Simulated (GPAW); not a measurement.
Consider Si2Mo (I4/mmm).

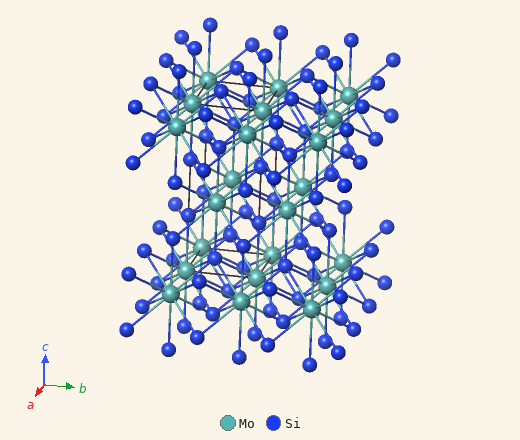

The structure (molybdenum teal, silicon blue). 2×2×1 conventional cells are drawn. Some periodic images of atoms are drawn too.

```xyz
3
Lattice="-1.6000 1.6000 3.9305 1.6000 -1.6000 3.9305 1.6000 1.6000 -3.9305" Properties=species:S:1:pos:R:3 pbc="T T T"
Mo    0.0000    0.0000    0.0000
Si    0.0000    0.0000    5.2433
Si    0.0000    0.0000    2.6177
```

Absorber: atom 1, with 10 Si at 2.62 Å and 4 Mo at 3.20 Å (14-fold, site symmetry 4/mmm). Method: GPAW, PBE, excited-electron core hole (neutral cell), 15-atom cell with 6.4 Å between holes, 5×5×5 k points, dipole transitions, Gaussian full width 1.78 eV up to 4 eV, rising linearly to 3.5 eV at 25 eV.

The database entry behind the starting cell is an old determination (1927), so it need not match the best structure at ambient conditions.

Question: What does the Mo L₃ edge look like?

Main maxima up to 30 eV above the zero (height): 1.4 eV (2.99) and 19.2 eV (0.54). At an L edge the dipole rule selects empty d (and weakly s) states on the absorber, and the strong line at the onset measures the empty part of its d band. 

The Mo L₃ spectrum (energy from the lowest empty level; intensity scaled to a mean of 1 over the first 20 eV; polarised curves are means over the symmetry-equivalent atoms):

| E (eV) | isotropic | ε ⊥ c | ε ∥ c |
| --- | --- | --- | --- |
| -2.0 | 0.01 | 0.01 | 0.01 |
| -0.5 | 0.67 | 0.72 | 0.57 |
| 1.0 | 2.85 | 2.90 | 2.75 |
| 2.5 | 2.34 | 2.26 | 2.49 |
| 4.0 | 1.62 | 1.54 | 1.76 |
| 5.5 | 1.10 | 1.14 | 1.03 |
| 7.0 | 0.82 | 0.79 | 0.86 |
| 8.5 | 0.70 | 0.66 | 0.78 |
| 10.0 | 0.61 | 0.60 | 0.63 |
| 11.5 | 0.57 | 0.60 | 0.51 |
| 13.0 | 0.59 | 0.62 | 0.53 |
| 14.5 | 0.46 | 0.45 | 0.48 |
| 16.0 | 0.43 | 0.39 | 0.49 |
| 17.5 | 0.49 | 0.48 | 0.52 |
| 19.0 | 0.54 | 0.57 | 0.47 |
| 20.5 | 0.49 | 0.53 | 0.42 |
| 22.0 | 0.41 | 0.42 | 0.38 |
| 23.5 | 0.36 | 0.38 | 0.33 |
| 25.0 | 0.34 | 0.35 | 0.31 |
| 26.5 | 0.34 | 0.35 | 0.33 |
| 28.0 | 0.38 | 0.38 | 0.39 |
| 29.5 | 0.45 | 0.43 | 0.48 |
| 31.0 | 0.51 | 0.48 | 0.57 |

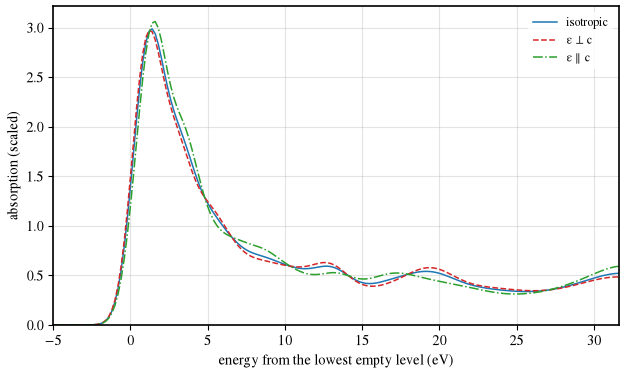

The Mo L₃ edge.

Only the L₃ part is meant: spin–orbit coupling of the core level isn't computed and the L₂ copy isn't added. The script folds with a Gaussian, whereas the core hole's own line is a Lorentzian, so the onset is too steep and the first peak too high. The holes are only 6.4 Å apart, so the shape is probably not converged with cell size; no larger cell was run here. The structure is a published determination, not relaxed.

[Banner, clock and machine lines of the logs are left out without a mark of their own.]

[Logs are printed without paths, hosts, clocks, repeated set-up lines and the standing remarks that a program may print on its own settings, such as how far it seeks lower states.]

[Hosts, paths, dates, database ids (printed as entryN), source tags and the programs' standing remarks are cut or masked in the printed files.]

[Lists of maxima count a maximum above −3 eV only where it reaches 4 % of the highest in the window and stands out from its surroundings by 2 % of it (1.5 % where it reaches 55 %); shoulders and weaker maxima are passed over, and of the rest the first, up to two pre-edge ones and the few strongest are named.]
